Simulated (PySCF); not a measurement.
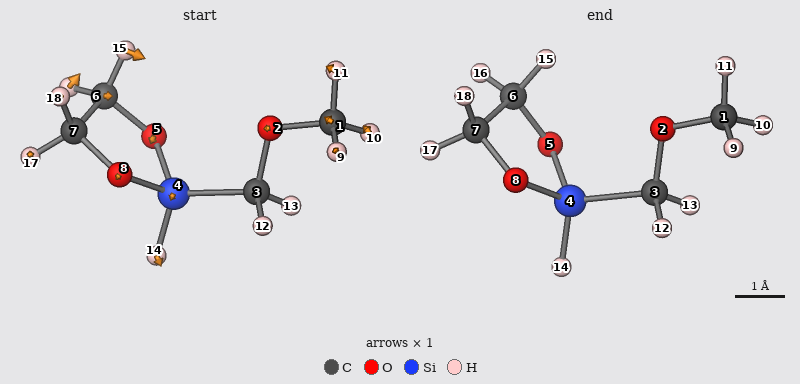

The structure of C₄H₁₀O₃Si before (left) and after (right) a relaxation, at one scale. The orange arrows give the displacements, at their true length.

Style: ball-and-stick. Shown at a tilt.

The start comes from GFN2-xTB. Its atoms were then displaced at random by about 0.01 Å.

Method: PBE0-D3(BJ)/def2-SVP geometry optimisation, gas phase (PySCF 2.14.0, density-fitted response routines). 

> What changed between the two?

The energy falls by 20.2 kJ/mol in 9 geometry steps. The largest move after the best rigid fit is that of H15, 0.50 Å. By element the largest moves are H 0.50 Å, C 0.22 Å, O 0.20 Å, Si 0.17 Å. Among the contacts that change: C3–Si4 1.842 → 1.878 Å, C1–O2 1.426 → 1.393 Å, C1–H10 1.078 → 1.108 Å, Si4–O8 1.645 → 1.674 Å. Bond angles that change, for instance: O8–Si4–H14 110.0° → 114.5°, O5–Si4–H14 106.7° → 110.8°, C3–Si4–H14 113.8° → 109.7°. Cost: 120 s on 1 thread of Arm Neoverse V2, on a shared host.
